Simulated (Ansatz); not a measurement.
Consider Co2W.

```cif
data_structure
_symmetry_space_group_name_H-M 'P 1'
_symmetry_Int_Tables_number 1
_cell_length_a 4.5602
_cell_length_b 4.5602
_cell_length_c 4.1247
_cell_angle_alpha 90.000
_cell_angle_beta 90.000
_cell_angle_gamma 120.000
_cell_volume 74.28
loop_
_atom_site_label
_atom_site_type_symbol
_atom_site_fract_x
_atom_site_fract_y
_atom_site_fract_z
_atom_site_occupancy
Co1 Co 0.00000 0.00000 0.00000 1
Co2 Co 0.00000 0.32933 0.50000 1
Co3 Co 0.67067 0.67067 0.50000 1
Co4 Co 0.32933 0.00000 0.50000 1
W1 W 0.66667 0.33333 0.00000 1
W2 W 0.33333 0.66667 0.00000 1
```

Space group P-62m; a structure generated by program, which may or may not match a known phase; computed without spin polarisation.

All numbers below come from Ansatz 0.2.0, DFT PBE, scalar-relativistic, plane waves, PAW.

### Predict the valence pseudo-density and electron localisation function between the atoms.

Co–W (2.57 Å): ρ is about 0.41 e/Å³ halfway; the ELF is about 0.35 at the midpoint.

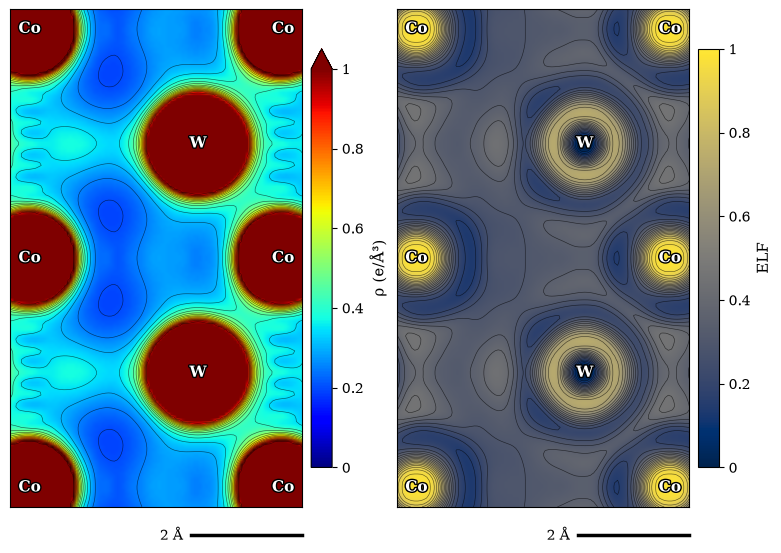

Computed valence pseudo-density and electron localisation function on the (100) plane of the conventional cell, in this order. 

In a PAW calculation such maps are meaningful between the atoms, not at the nuclei.
